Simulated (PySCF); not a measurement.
# SiNH5 (SMILES [H][Si]([H])([H])N): levels of theory compared

Aim: a comparison of 6 runs (MP2/STO-3G, BCCD(T)/STO-3G, CCSDT(Q)/STO-3G, CCSDT/STO-3G, QCISD(T)/STO-3G, CCSD(T)/STO-3G) of SiNH5. 

The calculation is run with PySCF 2.14.0.

3 further runs of the same task are left out: 3 set aside as unsound or not needed.

### Step 1. The structure to begin with

The species is SiNH5 (7 atoms), meant as a singlet with charge 0. SMILES: `[H][Si]([H])([H])N`. The shape is that of a GFN2-xTB optimisation.

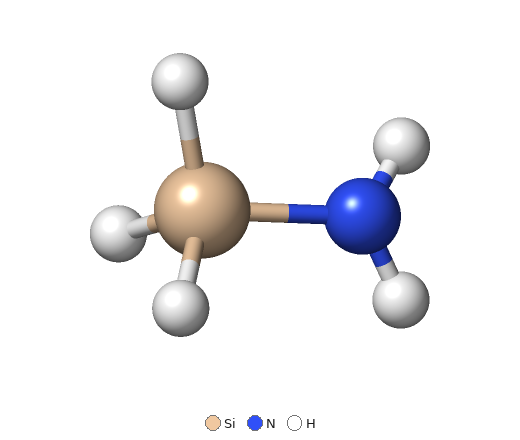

Viewed from a chosen angle; silicon light orange, nitrogen blue, hydrogen white.

### Step 2. The energy at MP2/STO-3G (run 1)

Contents of input.py:

```python
# Si(NH2)H3
from pyscf import gto, scf, mp

system = gto.Mole()
system.atom = '''
Si  -0.000690   0.002380  -0.682990
N    0.090660   0.178690   1.028560
H    0.707680  -0.428190   1.543790
H   -0.763660   0.307400   1.545850
H    1.387750  -0.009920  -1.135540
H   -0.747920   1.169350  -1.146100
H   -0.673820  -1.219710  -1.153570
'''
system.spin = 0
system.basis = 'sto-3g'
system.verbose = 4
system.max_memory = 1860
system.build()

calc0 = scf.RHF(system)
calc0.conv_tol = 1e-10
calc0.kernel()
if not calc0.converged:
    calc0 = calc0.newton().run(calc0.mo_coeff, calc0.mo_occ)

pt = mp.MP2(calc0, frozen=6).run()
e_final = pt.e_tot
print('E(%s) = %.9f' % ('MP2', e_final))
```

On the command line:

```sh
$ OMP_NUM_THREADS=1 python input.py
```

The log of the run:

```text
PySCF version 2.14.0

[INPUT] num. atoms = 7
[INPUT] num. electrons = 26
[INPUT] charge = 0
[INPUT] spin (= nelec alpha-beta = 2S) = 0
[INPUT] symmetry False subgroup None
[INPUT] Mole.unit = angstrom
[INPUT] Symbol           X                Y                Z      unit          X                Y                Z       unit  Magmom
[INPUT]  1 Si    -0.000690000000   0.002380000000  -0.682990000000 AA   -0.001303911026   0.004497548176  -1.290664045817 Bohr   0.0
[INPUT]  2 N      0.090660000000   0.178690000000   1.028560000000 AA    0.171322570453   0.337675161199   1.943696702683 Bohr   0.0
[INPUT]  3 H      0.707680000000  -0.428190000000   1.543790000000 AA    1.337321383832  -0.809161829278   2.917340293842 Bohr   0.0
[INPUT]  4 H     -0.763660000000   0.307400000000   1.545850000000 AA   -1.443108252285   0.580901810691   2.921233129659 Bohr   0.0
[INPUT]  5 H      1.387750000000  -0.009920000000  -1.135540000000 AA    2.622467429365  -0.018746083156  -2.145859603489 Bohr   0.0
[INPUT]  6 H     -0.747920000000   1.169350000000  -1.146100000000 AA   -1.413363963085   2.209751243760  -2.165815111364 Bohr   0.0
[INPUT]  7 H     -0.673820000000  -1.219710000000  -1.153570000000 AA   -1.273335257254  -2.304917851393  -2.179931365515 Bohr   0.0

nuclear repulsion = 65.1674047185163
number of shells = 13
number of NR pGTOs = 57
number of NR cGTOs = 19
basis = sto-3g
ecp = {}

******** <class 'pyscf.scf.hf.RHF'> ********
method = RHF
initial guess = minao
damping factor = 0
level_shift factor = 0
DIIS = <class 'pyscf.scf.diis.CDIIS'>
diis_start_cycle = 1
diis_space = 8
diis_damp = 0
SCF conv_tol = 1e-10
SCF conv_tol_grad = None
SCF max_cycles = 50
direct_scf = True
direct_scf_tol = 1e-13
Set gradient conv threshold to 1e-05
Initial guess from minao.
init E= -341.987350213584
  HOMO = -0.251513199623516  LUMO = 0.348348990570914  gap/eV = 16.32308
cycle= 1 E= -342.218690745955  delta_E= -0.231  |g|= 0.296  |ddm|= 2.81
  HOMO = -0.219868372953933  LUMO = 0.51961771496568  gap/eV = 20.12244
cycle= 2 E= -342.24724495565  delta_E= -0.0286  |g|= 0.0698  |ddm|= 0.486
  HOMO = -0.299395601467815  LUMO = 0.514610999687167  gap/eV = 22.15025
cycle= 3 E= -342.249052594853  delta_E= -0.00181  |g|= 0.0131  |ddm|= 0.116
  HOMO = -0.298114638646292  LUMO = 0.515627980520803  gap/eV = 22.14306
cycle= 4 E= -342.249165149413  delta_E= -0.000113  |g|= 0.0017  |ddm|= 0.0385
  HOMO = -0.298314556456176  LUMO = 0.515663627830473  gap/eV = 22.14947
cycle= 5 E= -342.249167781733  delta_E= -2.63e-06  |g|= 0.000207  |ddm|= 0.00736
  HOMO = -0.298368766700256  LUMO = 0.515675553019634  gap/eV = 22.15127
cycle= 6 E= -342.249167817306  delta_E= -3.56e-08  |g|= 3.43e-05  |ddm|= 0.000851
  HOMO = -0.298362024917899  LUMO = 0.515682201172353  gap/eV = 22.15127
cycle= 7 E= -342.249167818219  delta_E= -9.12e-10  |g|= 8.02e-06  |ddm|= 0.000116
  HOMO = -0.29836214108661  LUMO = 0.515680508882507  gap/eV = 22.15123
cycle= 8 E= -342.249167818273  delta_E= -5.39e-11  |g|= 1.68e-06  |ddm|= 2.72e-05
  HOMO = -0.298361957766784  LUMO = 0.515680755931125  gap/eV = 22.15123
Extra cycle  E= -342.249167818275  delta_E= -2.56e-12  |g|= 7.11e-07  |ddm|= 3.72e-06
converged SCF energy = -342.249167818275

******** <class 'pyscf.mp.mp2.RMP2'> ********
nocc = 7, nmo = 13
frozen orbitals 6
E(RMP2) = -342.333048668246  E_corr = -0.0838808499706684
E(SCS-RMP2) = -342.344036664295  E_corr = -0.0948688460194147
E_corr(same-spin) = -0.00667866224467769
E_corr(oppo-spin) = -0.0772021877259907
E(MP2) = -342.333048668
```

Run time: 0.58 s. Hardware: 1 thread of Arm Neoverse V2, shared host; peak memory 0.11 GiB.

### Step 3. A single-point energy at BCCD(T)/STO-3G (run 2)

Contents of calc.py:

```python
# Si(NH2)H3
from pyscf import gto, cc
from pyscf.cc.bccd import bccd_kernel_

mol = gto.M(
    atom='''
Si    -0.001304     0.004498    -1.290664
N      0.171323     0.337675     1.943697
H      1.337321    -0.809162     2.917340
H     -1.443108     0.580902     2.921233
H      2.622467    -0.018746    -2.145860
H     -1.413364     2.209751    -2.165815
H     -1.273335    -2.304918    -2.179931
''',
    unit='bohr',
    basis='sto-3g',
    max_memory=1860,
    verbose=3,
)

mf = mol.RHF()
mf.conv_tol = 1e-10
mf.kernel()
if not mf.converged:
    mf = mf.newton().run(mf.mo_coeff, mf.mo_occ)

mycc = cc.CCSD(mf, frozen=6).run()
mycc = bccd_kernel_(mycc, diis=True)
e_t = mycc.ccsd_t()
e_final = mycc.e_tot + e_t
print('E(%s) = %.9f' % ('BCCD(T)', e_final))
```

On the command line:

```sh
$ OMP_NUM_THREADS=1 python calc.py
```

The log of the run:

```text
converged SCF energy = -342.249167826441
E(CCSD) = -342.3641092670898  E_corr = -0.1149414406486392
BCCD loop starts.

******** <class 'pyscf.cc.ccsd.CCSD'> ********
CC2 = 0
CCSD nocc = 7, nmo = 13
frozen orbitals 6
max_cycle = 50
direct = 0
conv_tol = 1e-07
conv_tol_normt = 1e-05
diis_space = 6
diis_start_cycle = 0
diis_start_energy_diff = 1e+09
Init E_corr(CCSD) = -0.114759577849424
cycle = 1  E_corr(CCSD) = -0.116376500089442  dE = -0.00161692224  norm(t1,t2) = 0.0212581
cycle = 2  E_corr(CCSD) = -0.115902415073726  dE = 0.000474085016  norm(t1,t2) = 0.00388815
cycle = 3  E_corr(CCSD) = -0.115867503034453  dE = 3.49120393e-05  norm(t1,t2) = 0.00187101
cycle = 4  E_corr(CCSD) = -0.115798503024679  dE = 6.90000098e-05  norm(t1,t2) = 0.000741411
cycle = 5  E_corr(CCSD) = -0.115800516086656  dE = -2.01306198e-06  norm(t1,t2) = 0.000165929
cycle = 6  E_corr(CCSD) = -0.115802320979767  dE = -1.80489311e-06  norm(t1,t2) = 5.02991e-05
cycle = 7  E_corr(CCSD) = -0.115802760560149  dE = -4.39580382e-07  norm(t1,t2) = 1.64649e-05
cycle = 8  E_corr(CCSD) = -0.115802584747802  dE = 1.75812347e-07  norm(t1,t2) = 3.02863e-06
cycle = 9  E_corr(CCSD) = -0.11580249683887  dE = 8.7908932e-08  norm(t1,t2) = 9.30827e-07
CCSD converged
E(CCSD) = -342.3639609167756  E_corr = -0.11580249683887
BCC iter:    0  E:    -342.363960916776  dE:    1.484e-04  |t1|:    2.621e-03

******** <class 'pyscf.cc.ccsd.CCSD'> ********
CC2 = 0
CCSD nocc = 7, nmo = 13
frozen orbitals 6
max_cycle = 50
direct = 0
conv_tol = 1e-07
conv_tol_normt = 1e-05
diis_space = 6
diis_start_cycle = 0
diis_start_energy_diff = 1e+09
Init E_corr(CCSD) = -0.115711682831894
cycle = 1  E_corr(CCSD) = -0.115573336800205  dE = 0.000138346032  norm(t1,t2) = 0.00248146
cycle = 2  E_corr(CCSD) = -0.115616203784386  dE = -4.28669842e-05  norm(t1,t2) = 0.000327649
cycle = 3  E_corr(CCSD) = -0.11562396931889  dE = -7.7655345e-06  norm(t1,t2) = 9.88546e-05
cycle = 4  E_corr(CCSD) = -0.11562881430781  dE = -4.84498892e-06  norm(t1,t2) = 3.07524e-05
cycle = 5  E_corr(CCSD) = -0.11562974261668  dE = -9.2830887e-07  norm(t1,t2) = 1.10118e-05
cycle = 6  E_corr(CCSD) = -0.115629711528023  dE = 3.1088657e-08  norm(t1,t2) = 3.04096e-06
CCSD converged
E(CCSD) = -342.3639750491516  E_corr = -0.115629711528023
BCC iter:    1  E:    -342.363975049152  dE:   -1.413e-05  |t1|:    1.888e-04

******** <class 'pyscf.cc.ccsd.CCSD'> ********
CC2 = 0
CCSD nocc = 7, nmo = 13
frozen orbitals 6
max_cycle = 50
direct = 0
conv_tol = 1e-07
conv_tol_normt = 1e-05
diis_space = 6
diis_start_cycle = 0
diis_start_energy_diff = 1e+09
Init E_corr(CCSD) = -0.115634416886574
cycle = 1  E_corr(CCSD) = -0.115643693646945  dE = -9.27676037e-06  norm(t1,t2) = 0.000176409
cycle = 2  E_corr(CCSD) = -0.115640580016439  dE = 3.11363051e-06  norm(t1,t2) = 2.00912e-05
cycle = 3  E_corr(CCSD) = -0.115640213630822  dE = 3.66385617e-07  norm(t1,t2) = 5.94576e-06
cycle = 4  E_corr(CCSD) = -0.115639893950076  dE = 3.19680746e-07  norm(t1,t2) = 1.79155e-06
cycle = 5  E_corr(CCSD) = -0.115639836442448  dE = 5.75076278e-08  norm(t1,t2) = 6.36473e-07
CCSD converged
E(CCSD) = -342.3639739939156  E_corr = -0.1156398364424483
BCC iter:    2  E:    -342.363973993916  dE:    1.055e-06  |t1|:    7.939e-06
CCSD(T) correction = -0.0011241665406787
E(BCCD(T)) = -342.365098160
```

Run time: 0.78 s. Hardware: 1 thread of Arm Neoverse V2, shared host; peak memory 0.12 GiB.

Runs 3 to 5 aren't shown in full; the table further down has their settings and results.

### Step 4. The energy at CCSD(T)/STO-3G (run 6)

Contents of calc.py:

```python
from pyscf import gto, cc

mol = gto.M(
    atom='''
Si  -0.000690   0.002380  -0.682990
N    0.090660   0.178690   1.028560
H    0.707680  -0.428190   1.543790
H   -0.763660   0.307400   1.545850
H    1.387750  -0.009920  -1.135540
H   -0.747920   1.169350  -1.146100
H   -0.673820  -1.219710  -1.153570
''',
    verbose=3,
    basis='sto-3g',
    max_memory=1860,
)

mf = mol.RHF()
mf.conv_tol = 1e-10
mf.kernel()
if not mf.converged:
    mf = mf.newton().run(mf.mo_coeff, mf.mo_occ)

mycc = cc.CCSD(mf, frozen=6)
mycc.kernel()
e_t = mycc.ccsd_t()
e_tot = mycc.e_tot + e_t
print('E = %.10f Eh' % e_tot)
```

On the command line:

```sh
$ OMP_NUM_THREADS=1 python calc.py
```

The log of the run:

```text
converged SCF energy = -342.249167818275
E(CCSD) = -342.364109285945  E_corr = -0.1149414676699158
CCSD(T) correction = -0.000998095899209472
E = -342.3651073818 Eh
```

Run time: 0.64 s. Hardware: 1 thread of Arm Neoverse V2, shared host; peak memory 0.12 GiB.

### Step 5. Overview of the runs

```csv
run,level,energy (Eh),dipole moment (D) of the reference,HOMO energy (eV),LUMO energy (eV),wall time
1,MP2/STO-3G,-342.333049,1.07,-8.12,14.03,0.58 s
2,BCCD(T)/STO-3G,-342.365098,–,–,–,0.78 s
3,CCSDT(Q)/STO-3G,-342.365447,1.07,-8.12,14.03,1.2 s
4,CCSDT/STO-3G,-342.365408,1.07,-8.12,14.03,0.88 s
5,QCISD(T)/STO-3G,-342.365182,1.07,-8.12,14.03,0.64 s
6,CCSD(T)/STO-3G,-342.365107,1.07,-8.12,14.03,0.64 s
```

### Step 6. Results

| quantity | value |
| --- | --- |
| run 6: total energy | -342.36511 Eh |
| run 6: dipole moment (Hartree–Fock density) | 1.07 D |
| run 6: HOMO energy (Hartree–Fock orbitals) | -8.12 eV |
| run 6: LUMO energy (Hartree–Fock orbitals) | 14.03 eV |
| run 6: HOMO–LUMO gap (Hartree–Fock orbitals) | 22.15 eV |
| run 6: correlation energy (6 core orbitals frozen) | -115.9 mEh |
| run 6: (T) correction | -1.00 mEh |
| run 6: T1 diagnostic | 0.006 |

In words: In runs 1, 2, 3, 4, 5, 6 the basis is minimal, so the values are rough. All runs together took 4.8 s, the longest 1.2 s.
